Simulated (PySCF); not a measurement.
# SnCl2 (SMILES [Cl][Sn][Cl]): wB97X-V/STO-3G

What is the vertical singlet–triplet gap of SnCl2 at wB97X-V/STO-3G? Input form: a Python script.

Program for the calculation: PySCF 2.14.0.

12 further runs of the same task are left out: 3 that didn't finish, 9 set aside as unsound or not needed.

### Step 1. Starting point

SnCl2 has 3 atoms, charge 0, and is taken as a singlet. As SMILES, `[Cl][Sn][Cl]`. The coordinates come from a PBE0-D4/def2-TZVP relaxation.

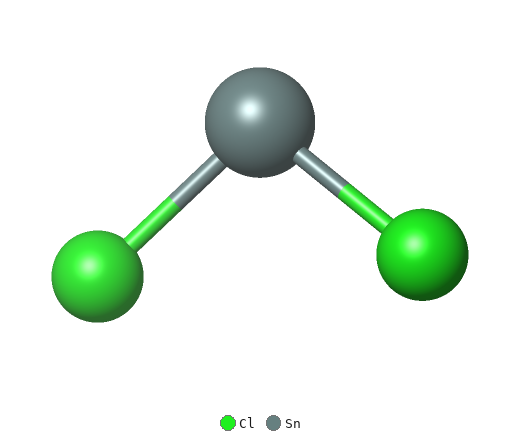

The structure, seen from a chosen angle (chlorine green, tin teal).

### Step 2. The energy at wB97X-V/STO-3G

The input, run.py:

```python
from pyscf import gto, dft

mol = gto.M(
    atom='''
Cl     2.181122     2.306789     1.428633
Sn    -1.505923     0.980579    -0.711671
Cl    -0.695797    -3.410011    -0.741906
''',
    unit='bohr',
    basis='sto-3g',
    verbose=3,
    max_memory=1860,
)

ks = dft.RKS(mol, xc='wb97x-v')
ks.nlcgrids.level = 1
ks.conv_tol = 1e-10
ks.grids.level = 5
ks.kernel()
if not ks.converged:
    ks = ks.newton().run(ks.mo_coeff, ks.mo_occ)

energy = ks.e_tot
print('E = %.10f Eh' % energy)
```

Started as:

```console
$ OMP_NUM_THREADS=1 python run.py
```

Standard output:

```text
converged SCF energy = -6875.43099581929
E = -6875.4309958193 Eh
```

Wall time 13 s (1 thread of AMD EPYC 9R45 (Zen 5), shared host); peak memory 0.26 GiB.

### Step 3. The triplet at the same level

The input, input.py:

```python
from pyscf import gto, dft

mol = gto.M(
    atom=[
    ('Cl', (1.154200, 1.220700, 0.756000)),
    ('Sn', (-0.796900, 0.518900, -0.376600)),
    ('Cl', (-0.368200, -1.804500, -0.392600)),
],
    verbose=4,
    max_memory=1860,
    spin=2,
    basis='sto-3g',
)

calc0 = dft.UKS(mol, xc='wb97x-v')
calc0.grids.level = 5
calc0.conv_tol = 1e-10
calc0.nlcgrids.level = 1
calc0.kernel()
if not calc0.converged:
    calc0 = calc0.newton().run(calc0.mo_coeff, calc0.mo_occ)

energy = calc0.e_tot
print(f'total energy: {energy:.8f} hartree')
```

Started as:

```console
$ OMP_NUM_THREADS=1 python input.py
```

Standard output:

```text
PySCF version 2.14.0

[INPUT] num. atoms = 3
[INPUT] num. electrons = 84
[INPUT] charge = 0
[INPUT] spin (= nelec alpha-beta = 2S) = 2
[INPUT] symmetry False subgroup None
[INPUT] Mole.unit = angstrom
[INPUT] Symbol           X                Y                Z      unit          X                Y                Z       unit  Magmom
[INPUT]  1 Cl     1.154200000000   1.220700000000   0.756000000000 AA    2.181121892973   2.306788680257   1.428632950171 Bohr   0.0
[INPUT]  2 Sn    -0.796900000000   0.518900000000  -0.376600000000 AA   -1.505922748666   0.980578886037  -0.711670858511 Bohr   0.0
[INPUT]  3 Cl    -0.368200000000  -1.804500000000  -0.392600000000 AA   -0.695797159065  -3.410010791778  -0.741906476504 Bohr   0.0

nuclear repulsion = 423.522351831536
number of shells = 21
number of NR pGTOs = 135
number of NR cGTOs = 45
basis = sto-3g
ecp = {}

******** <class 'pyscf.dft.uks.UKS'> ********
method = UKS
initial guess = minao
damping factor = 0
level_shift factor = 0
DIIS = <class 'pyscf.scf.diis.CDIIS'>
diis_start_cycle = 1
diis_space = 8
diis_damp = 0
SCF conv_tol = 1e-10
SCF conv_tol_grad = None
SCF max_cycles = 50
direct_scf = True
direct_scf_tol = 1e-13
number electrons alpha = 43  beta = 41
XC library pyscf.dft.libxc version 7.0.0
    S. Lehtola, C. Steigemann, M. J.T. Oliveira, and M. A.L. Marques.,  SoftwareX 7, 1–5 (2018)
XC functionals = wb97x-v
    N. Mardirossian and M. Head-Gordon.,  Phys. Chem. Chem. Phys. 16, 9904-9924 (2014)
radial grids:
    Treutler-Ahlrichs [JCP 102, 346 (1995); DOI:10.1063/1.469408] (M4) radial grids

becke partition: Becke, JCP 88, 2547 (1988); DOI:10.1063/1.454033
pruning grids: <function nwchem_prune>
grids dens level: 5
symmetrized grids: False
atomic radii adjust function: <function treutler_atomic_radii_adjust>
** Following is NLC and NLC Grids **
NLC functional = wb97x-v
radial grids:
    Treutler-Ahlrichs [JCP 102, 346 (1995); DOI:10.1063/1.469408] (M4) radial grids

becke partition: Becke, JCP 88, 2547 (1988); DOI:10.1063/1.454033
pruning grids: <function nwchem_prune>
grids dens level: 1
symmetrized grids: False
atomic radii adjust function: <function treutler_atomic_radii_adjust>
small_rho_cutoff = 0
Set gradient conv threshold to 1e-05
tot grids = 133104
tot grids = 20664
init E= -6858.22252433355
[... the frontier-level lines of each cycle are left out ...]


cycle= 1 E= -6875.33136757513  delta_E= -17.1  |g|= 0.16  |ddm|= 1.93
cycle= 2 E= -6875.34665306767  delta_E= -0.0153  |g|= 0.0243  |ddm|= 0.26
cycle= 3 E= -6875.348226344  delta_E= -0.00157  |g|= 0.01  |ddm|= 0.104
cycle= 4 E= -6875.34863909034  delta_E= -0.000413  |g|= 0.00363  |ddm|= 0.0659
cycle= 5 E= -6875.34869030054  delta_E= -5.12e-05  |g|= 0.00134  |ddm|= 0.0235
cycle= 6 E= -6875.34869936743  delta_E= -9.07e-06  |g|= 0.000297  |ddm|= 0.0118
cycle= 7 E= -6875.34869983256  delta_E= -4.65e-07  |g|= 8.89e-05  |ddm|= 0.00265
cycle= 8 E= -6875.34869987709  delta_E= -4.45e-08  |g|= 2.54e-05  |ddm|= 0.000811
cycle= 9 E= -6875.34869988057  delta_E= -3.47e-09  |g|= 2.25e-06  |ddm|= 0.00027
cycle= 10 E= -6875.34869988058  delta_E= -1.82e-11  |g|= 3.85e-07  |ddm|= 1.38e-05
Extra cycle  E= -6875.3486998806  delta_E= -1.09e-11  |g|= 1.69e-07  |ddm|= 1.52e-06
converged SCF energy = -6875.3486998806  <S^2> = 2.0013661  2S+1 = 3.0009106
total energy: -6875.34869988 hartree
```

Run time: 15 s. Hardware: 1 thread of AMD EPYC 9R45 (Zen 5), shared host; peak memory 0.27 GiB.

### Step 4. Summary of results

Level: wB97X-V/STO-3G.

| quantity | value |
| --- | --- |
| singlet: total energy | -6875.43100 Eh |
| singlet: dipole moment | 3.36 D |
| singlet: HOMO energy | -7.19 eV |
| singlet: LUMO energy | 1.47 eV |
| singlet: HOMO–LUMO gap | 8.66 eV |
| triplet: total energy | -6875.34870 Eh |
| triplet: dipole moment | 4.86 D |
| triplet: HOMO energy (highest over α and β) | -5.10 eV |
| triplet: LUMO energy (lowest over α and β) | -1.01 eV |
| triplet: ⟨S²⟩ | 2.001 |
| vertical energy of the triplet above the singlet | 2.239 eV |

**Reading.** At this shape the triplet lies 2.24 eV (52 kcal/mol) above the singlet. In a minimal basis such a difference can be off by several eV, whatever the method. Mulliken charges (singlet) run from -0.41 on Cl1 to +0.81 on Sn2; they depend strongly on the basis. Relativity is left out (singlet) although the molecule holds a heavy atom. Mulliken charges (triplet) run from -0.35 on Cl1 to +0.71 on Sn2. Relativity is left out (triplet) although the molecule holds a heavy atom.
